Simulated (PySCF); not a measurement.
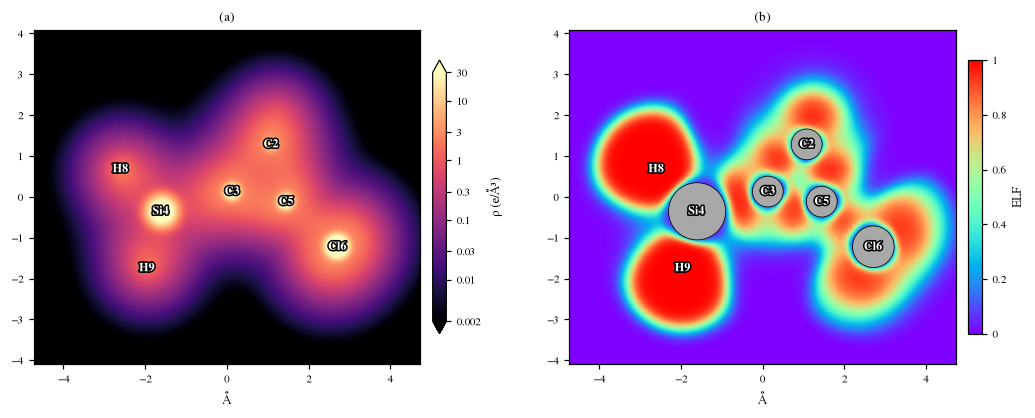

*C3H3ClFSi (doublet). (a) total electron density; (b) electron localisation function on the plane of atoms C3, Si4 and H8. Grey discs cover the atomic cores in the ELF map.*

Geometry: GFN2-xTB.

Theory: PySCF 2.14.0, density-fitted response routines, UKS B3LYP, pcH-1 on C Cl F H Si, non-relativistic, mean-field spin-orbit, GIAO.

Input file:

```
{"job": {"kind": "epr", "basis": "pcH-1"}, "charge": 0, "multiplicity": 2}
F     -1.129549    -1.977947     0.222368
C     -1.104778    -0.702938    -0.320012
C      0.071132     0.185267     0.007034
Si     1.846160     0.388551    -0.183623
C     -1.119127     0.450998     0.572708
Cl    -2.043770     1.382065     1.617606
H     -1.578950    -0.747118    -1.295107
H      2.543787    -0.441886    -1.140014
H      2.528656     1.469003     0.493860
```

Launched as:

```sh
OMP_NUM_THREADS=1 python probes_run.py task.json out
```

> What does the map show?

Atoms in the plane: C, Si, Cl and H. C–C (1.34 Å): the density is about 2.1 e/Å³ at the midpoint; the ELF peaks at about 0.85 between the atoms; a short, multiple covalent bond. C–Cl (1.68 Å): the density is about 1.5 e/Å³ at the midpoint; the ELF peaks at about 0.90 between the atoms, as expected for localised, covalent bonding. C–Si (1.80 Å): the density is about 0.99 e/Å³ at the midpoint; the ELF peaks at about 0.95 between the atoms (localised, covalent bonding). C–C (1.46 Å): the density is about 1.7 e/Å³ at the midpoint; the ELF peaks at about 0.85 between the atoms (localised, covalent bonding). C–C (1.51 Å): ρ at the midpoint is about 1.6 e/Å³; the ELF peaks at about 0.85 between the atoms: a shared electron pair. The ELF also peaks beside Cl6, away from the bonds: non-bonding electrons, paired or unpaired.
